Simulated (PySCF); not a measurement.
## What a change does: NMR shielding calculation on BSiN₂H₇

System: BSiN₂H₇, SMILES NBN[SiH3].
Method of run A: GIAO PBE0/pcSseg-1 NMR shielding, non-relativistic, IEF-PCM dimethylsulfoxide (PySCF 2.14.0).

The geometry comes from this level: PBE0-D3(BJ)/def2-SVP. Text and figures count atoms from 1; the logs count them from 0 in places.

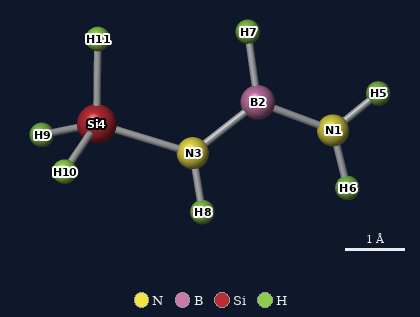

The structure as given in the input (ball-and-stick view, seen at a tilt; atoms are numbered from 1 in the order of the input).

Input file, run A:
```
{"job": {"kind": "nmr", "xc": "PBE0", "basis": "pcSseg-1", "solvent": "dimethylsulfoxide", "pop": false}, "charge": 0, "multiplicity": 1}
N      2.212477    -0.301442    -0.226243
B      0.950098     0.266698     0.023476
N     -0.276114    -0.427319    -0.211688
Si    -1.881289     0.218270    -0.000925
H      3.067227     0.202930    -0.043799
H      2.360082    -1.232582    -0.592071
H      0.905110     1.396364     0.461820
H     -0.211977    -1.369174    -0.588515
H     -2.542437     0.572801    -1.298370
H     -2.758449    -0.793510     0.668340
H     -1.790213     1.444326     0.840637
```

The first line tells a small driver script what to run in PySCF; the rest is the geometry in Å.

Launched with:
```bash
OMP_NUM_THREADS=1 python <driver script> task.json out
```

Hardware: 1 CPU thread, shared host.

Output (run A):
```
coarse grid: 9176 points
cycle   1  E = -427.7765535923  dE =  1.361e-01  |g| = 4.793e-01  |ddm| = 2.758e+00
cycle   2  E = -427.7463198340  dE =  3.023e-02  |g| = 6.165e-01  |ddm| = 8.031e-01
cycle   3  E = -427.8277685923  dE = -8.145e-02  |g| = 4.981e-02  |ddm| = 4.655e-01
cycle   4  E = -427.8282194357  dE = -4.508e-04  |g| = 2.258e-02  |ddm| = 4.561e-02
cycle   5  E = -427.8283209180  dE = -1.015e-04  |g| = 7.847e-03  |ddm| = 1.748e-02
cycle   6  E = -427.8283335820  dE = -1.266e-05  |g| = 1.327e-03  |ddm| = 5.504e-03
cycle   7  E = -427.8283340392  dE = -4.571e-07  |g| = 1.436e-04  |ddm| = 1.292e-03
final grid: 82728 points
cycle   8  E = -427.8435915127  dE = -1.331e-05  |g| = 7.410e-03  |ddm| = 1.324e-02
cycle   9  E = -427.8435823770  dE =  9.136e-06  |g| = 1.007e-02  |ddm| = 1.124e-02
cycle  10  E = -427.8436030422  dE = -2.067e-05  |g| = 3.999e-04  |ddm| = 6.212e-03
cycle  11  E = -427.8436030746  dE = -3.237e-08  |g| = 1.704e-04  |ddm| = 3.768e-04
cycle  12  E = -427.8436030800  dE = -5.417e-09  |g| = 6.360e-05  |ddm| = 1.243e-04
cycle  13  E = -427.8436030809  dE = -8.633e-10  |g| = 1.154e-05  |ddm| = 5.047e-05
converged SCF energy = -427.8436030809

GIAO shielding tensors (ppm)
atom      isotropic    diamagn.    paramagn.     s11        s22        s33       span
  0 N      186.460     317.647    -131.186    114.501    209.460    235.420    120.919
  1 B       74.067     196.131    -122.064     38.733     76.392    107.076     68.343
  2 N      204.313     323.799    -119.486    131.485    234.182    247.273    115.787
  3 Si     399.823     878.514    -478.691    361.806    368.900    468.763    106.957
  4 H       28.119      29.174      -1.055     22.817     24.580     36.960     14.143
  5 H       28.283      30.669      -2.386     22.904     25.559     36.386     13.482
  6 H       27.213      31.620      -4.407     25.067     27.894     28.678      3.611
  7 H       29.124      32.491      -3.368     22.134     28.153     37.085     14.951
  8 H       26.644      28.200      -1.556     23.134     24.875     31.922      8.788
  9 H       26.617      28.187      -1.569     23.283     24.962     31.607      8.324
 10 H       26.649      28.949      -2.301     23.862     25.579     30.505      6.643
```

For run B the input was changed thus:
```diff
-"solvent": "dimethylsulfoxide"
-"pop": false
+"solvent": "acetonitrile"
+"pop": true
```

Predict how the results change.

The total energy of run B is 0.05 kcal/mol higher: the change of the electrostatic solvation energy at this fixed geometry, without cavity or dispersion terms. No shielding changes by as much as 0.05 ppm. The number of SCF iterations is the same.

Output (run B):
```
coarse grid: 9176 points
cycle   1  E = -427.7764498177  dE =  1.362e-01  |g| = 4.794e-01  |ddm| = 2.758e+00
cycle   2  E = -427.7461933122  dE =  3.026e-02  |g| = 6.166e-01  |ddm| = 8.032e-01
cycle   3  E = -427.8276858879  dE = -8.149e-02  |g| = 4.986e-02  |ddm| = 4.657e-01
cycle   4  E = -427.8281378159  dE = -4.519e-04  |g| = 2.259e-02  |ddm| = 4.565e-02
cycle   5  E = -427.8282393885  dE = -1.016e-04  |g| = 7.848e-03  |ddm| = 1.748e-02
cycle   6  E = -427.8282520548  dE = -1.267e-05  |g| = 1.330e-03  |ddm| = 5.503e-03
cycle   7  E = -427.8282525136  dE = -4.587e-07  |g| = 1.438e-04  |ddm| = 1.292e-03
final grid: 82728 points
cycle   8  E = -427.8435106723  dE = -1.331e-05  |g| = 7.411e-03  |ddm| = 1.324e-02
cycle   9  E = -427.8435015302  dE =  9.142e-06  |g| = 1.007e-02  |ddm| = 1.124e-02
cycle  10  E = -427.8435222041  dE = -2.067e-05  |g| = 4.002e-04  |ddm| = 6.215e-03
cycle  11  E = -427.8435222365  dE = -3.240e-08  |g| = 1.704e-04  |ddm| = 3.770e-04
cycle  12  E = -427.8435222419  dE = -5.421e-09  |g| = 6.356e-05  |ddm| = 1.243e-04
cycle  13  E = -427.8435222428  dE = -8.627e-10  |g| = 1.154e-05  |ddm| = 5.043e-05
converged SCF energy = -427.8435222428

GIAO shielding tensors (ppm)
atom      isotropic    diamagn.    paramagn.     s11        s22        s33       span
  0 N      186.488     317.641    -131.153    114.596    209.413    235.454    120.857
  1 B       74.064     196.133    -122.069     38.751     76.356    107.084     68.333
  2 N      204.318     323.791    -119.473    131.521    234.140    247.293    115.771
  3 Si     399.827     878.514    -478.687    361.810    368.906    468.766    106.957
  4 H       28.124      29.179      -1.055     22.820     24.587     36.964     14.144
  5 H       28.291      30.676      -2.384     22.914     25.569     36.391     13.477
  6 H       27.210      31.615      -4.404     25.063     27.893     28.675      3.613
  7 H       29.134      32.500      -3.366     22.146     28.166     37.090     14.944
  8 H       26.643      28.199      -1.555     23.134     24.874     31.922      8.788
  9 H       26.617      28.187      -1.569     23.283     24.963     31.607      8.324
 10 H       26.647      28.947      -2.300     23.860     25.577     30.504      6.644
```

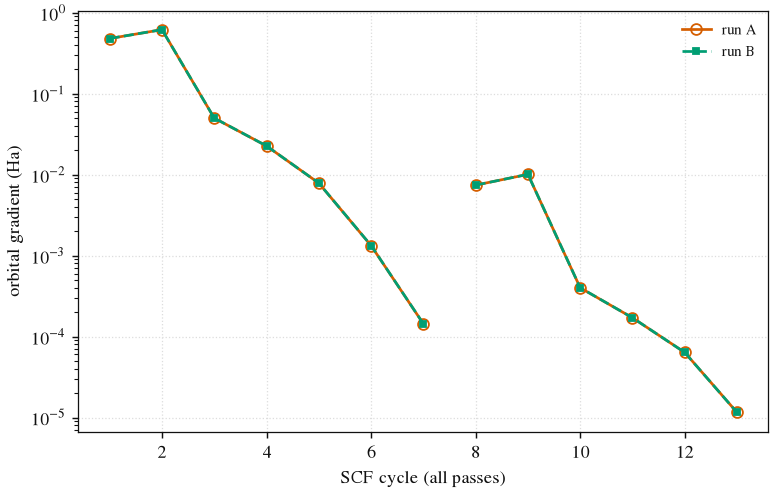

Convergence of the two runs: orbital gradient against the SCF cycle. A break in a curve parts two SCF passes (coarse and final grid). Run A takes 13 cycles in all, and run B takes 13.

The two runs side by side:

| quantity | run A | run B |
| --- | --- | --- |
| outcome | converged | converged |
| total energy (hartree) | −427.843603 | −427.843522 |
| HOMO (eV) | −7.03 | −7.03 |
| LUMO (eV) | 0.95 | 0.95 |
| dipole moment (D) | 2.69 | 2.68 |
| shielding of N1 (ppm) | 186.5 | 186.5 |
| shielding of B2 (ppm) | 74.1 | 74.1 |
| shielding of N3 (ppm) | 204.3 | 204.3 |
| shielding of Si4 (ppm) | 399.8 | 399.8 |
| shielding of H5 (ppm) | 28.1 | 28.1 |
| shielding of H6 (ppm) | 28.3 | 28.3 |
| shielding of H8 (ppm) | 29.1 | 29.1 |
| SCF iterations | 13 | 13 |
| basis functions | 110 | 110 |
| wall time (shared host) | 15 s | 20 s |
